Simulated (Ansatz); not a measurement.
# MP2/def2-SVP (core potential) run of InN2H5 (SMILES [NH2][InH][NH2])

What is the electronic atomisation energy of InN2H5 at MP2/def2-SVP (core potential)? 

The results are computed with Ansatz 0.2.0.

53 further runs of the same task are left out: 53 set aside as unsound or not needed.

### 1 The system as given

InN2H5 has 8 atoms, charge 0, and is taken as a singlet. SMILES: `[NH2][InH][NH2]`. The shape is that of a PBE0-D4/def2-TZVP optimisation.

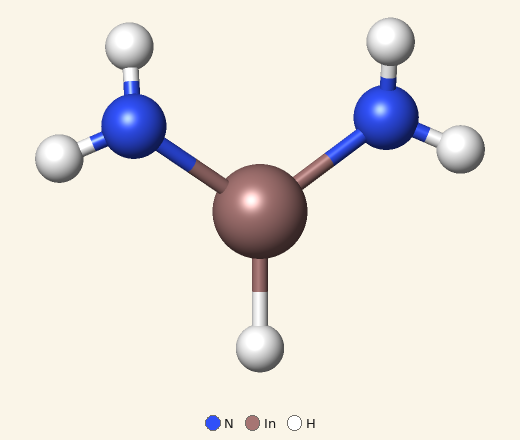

Viewed from a chosen angle; nitrogen blue, indium brown, hydrogen white.

### 2 A single-point energy at MP2/def2-SVP (core potential)

File run.yaml:

```yaml
crystal:
  periodic: [false, false, false]
  atoms:
    - {symbol: N, position_ang: [-0.969700, 0.858000, -1.127000]}
    - {symbol: In, position_ang: [0.248000, 0.564800, 0.455500]}
    - {symbol: N, position_ang: [0.742700, -1.375200, 0.709600]}
    - {symbol: H, position_ang: [-1.482100, 0.076800, -1.506600]}
    - {symbol: H, position_ang: [-1.538200, 1.689200, -1.171800]}
    - {symbol: H, position_ang: [0.799000, 1.819200, 1.467500]}
    - {symbol: H, position_ang: [1.570900, -1.614700, 1.231800]}
    - {symbol: H, position_ang: [0.629500, -2.018100, -0.059000]}
basis:
  gaussian:
    orbitals: def2-SVP
total_charge: 0
correlation:
  method: mp2
  frozen_orbitals: {H: 0, In: 4, "N": 1}
accuracy: high
```

The run is started by

```
ansatz run run.yaml --threads 1 --pin off --max-ram 3480MiB --events-out events.jsonl --progress --plain --runs-dir runs
```

The program printed:

```text
Warning: RAYON_NUM_THREADS=1 ignored (pool sized by the plan → 1); use --threads N
Functional definition: HF
  name "HF"
  exchange = exact_x
  correlation = 0
1942 factors; integrals over basis functions are off by at most 3.4e-9 eV
mean field evaluation 1: about -8183.5664 eV, gradient 4.6e1 eV
mean field evaluation 2: about -8183.6638 eV, gradient 4.6e1 eV
mean field evaluation 4: about -8188.3020 eV, gradient 2.5e0 eV
mean field evaluation 8: about -8188.3408 eV, gradient 8.2e-2 eV
mean field -8188.34089006 eV, -300.9159774528 hartree, gradient 9.8e-8 eV, S^2 0.000000; 0 other end points of the search recorded, 0 dependent functions left out
6 core orbitals not correlated: weight in the atoms' cores, before any rotation towards them, 1.000 or more for the frozen orbitals, at most 0.000 for the correlated occupied ones
reference -8188.34089006 eV, -300.9159774528 hartree; 14, 14 occupied and 59, 59 virtual orbitals, 1942 factors
second order -12.10038950 eV of doubles, -0.00000000 eV of singles
Total energy: -8200.44127956 eV, -301.3606585652 hartree
```

Wall time 5.7 s (1 thread of Intel Xeon Platinum 8259CL at 2.50GHz (Skylake/Cascade Lake), shared host); peak memory 0.23 GiB.

### 3 The H atom: a single-point energy at UHF/def2-SVP

File input.yaml:

```yaml
crystal:
  periodic: [false, false, false]
  atoms:
    - symbol: H
      position_ang: [0.000000, 0.000000, 0.000000]
basis:
  gaussian: {orbitals: def2-SVP}
hamiltonian: {xc: hf}
magnetization: {spin_polarized: true, initial_magnetization: 1}
accuracy: high
```

The run is started by

```
ansatz run input.yaml --threads 1 --pin off --max-ram 3480MiB --events-out events.jsonl --progress --plain --runs-dir runs
```

The program printed:

```text
Warning: RAYON_NUM_THREADS=1 ignored (pool sized by the plan → 1); use --threads N
[... 4 set-up lines as earlier in the session ...]
15 factors; integrals over basis functions are off by at most 8.9e-10 eV
mean field evaluation 1: about -13.5522 eV, gradient 1.6e0 eV
mean field evaluation 2: about -13.5522 eV, gradient 1.6e0 eV
mean field evaluation 4: about -13.5861 eV, gradient 1.4e-4 eV
mean field evaluation 8: about -13.5861 eV, gradient 4.4e-14 eV
mean field -13.58605754 eV, -0.4992784057 hartree, gradient 4.2e-10 eV, S^2 0.750000; 0 other end points of the search recorded, 0 dependent functions left out
reference -13.58605754 eV, -0.4992784057 hartree; 1, 0 occupied and 4, 5 virtual orbitals, 15 factors
Total energy: -13.58605754 eV, -0.4992784057 hartree
```

It took 0.04 s on 1 thread of Intel Xeon Platinum 8259CL at 2.50GHz (Skylake/Cascade Lake), shared host.

### 4 The In atom

File run.yaml:

```yaml
crystal:
  periodic: [false, false, false]
  atoms:
    - {symbol: In, position_ang: [0.000000, 0.000000, 0.000000]}
basis:
  gaussian:
    orbitals: def2-SVP
magnetization:
  spin_polarized: true
  initial_magnetization: 1
correlation:
  method: mp2
  frozen_orbitals: {In: 4}
accuracy: high
```

Run the same way, it converges to -189.25629 Eh (log not shown).

### 5 The N atom at the same level

File input.yaml:

```yaml
crystal:
  periodic: [false, false, false]
  atoms:
    - symbol: N
      position_ang: [0.000000, 0.000000, 0.000000]
basis:
  gaussian:
    orbitals: def2-SVP
total_charge: 0
magnetization:
  spin_polarized: true
  initial_magnetization: 3
correlation:
  method: mp2
  frozen_orbitals: {"N": 1}
accuracy: high
```

The run is started by

```
ansatz run input.yaml --threads 1 --pin off --max-ram 3480MiB --events-out events.jsonl --progress --plain --runs-dir runs
```

The program printed:

```text
Warning: RAYON_NUM_THREADS=1 ignored (pool sized by the plan → 1); use --threads N
[... 4 set-up lines as earlier in the session ...]
95 factors; integrals over basis functions are off by at most 1.2e-9 eV
mean field evaluation 1: about -1478.4820 eV, gradient 3.9e0 eV
mean field evaluation 2: about -1478.4830 eV, gradient 3.9e0 eV
mean field evaluation 4: about -1478.5723 eV, gradient 1.4e-1 eV
mean field evaluation 8: about -1478.5724 eV, gradient 2.2e-5 eV
mean field -1478.57238683 eV, -54.3365330037 hartree, gradient 2.6e-8 eV, S^2 3.756787; 0 other end points of the search recorded, 0 dependent functions left out
1 core orbitals not correlated: weight in the atoms' cores, before any rotation towards them, 1.000 or more for the frozen orbitals, at most 0.000 for the correlated occupied ones
reference -1478.57238683 eV, -54.3365330037 hartree; 4, 1 occupied and 9, 12 virtual orbitals, 95 factors
second order -1.89358628 eV of doubles, -0.00000000 eV of singles
Total energy: -1480.46597311 eV, -54.4061210158 hartree
```

Wall time 0.08 s (1 thread of Intel Xeon Platinum 8259CL at 2.50GHz (Skylake/Cascade Lake), shared host).

### 6 Summary of results

Level: MP2/def2-SVP (core potential), 6 core orbitals frozen.

| quantity | value |
| --- | --- |
| molecule: total energy | -301.36066 Eh |
| molecule: correlation energy (6 core orbitals frozen) | -444.7 mEh |
| H atom: total energy | -0.49928 Eh |
| H atom: ⟨S²⟩ | 0.750 |
| In atom: total energy | -189.25629 Eh |
| In atom: correlation energy (4 core orbitals frozen) | -50.0 mEh |
| In atom: ⟨S²⟩ of the reference determinant | 0.759 |
| N atom: total energy | -54.40612 Eh |
| N atom: correlation energy (1 core orbital frozen) | -69.6 mEh |
| N atom: ⟨S²⟩ of the reference determinant | 3.757 |
| electronic atomisation energy | 21.653 eV |

Taking the molecule apart into free atoms costs 21.65 eV (2089 kJ/mol), before zero-point energy and without spin-orbit coupling.
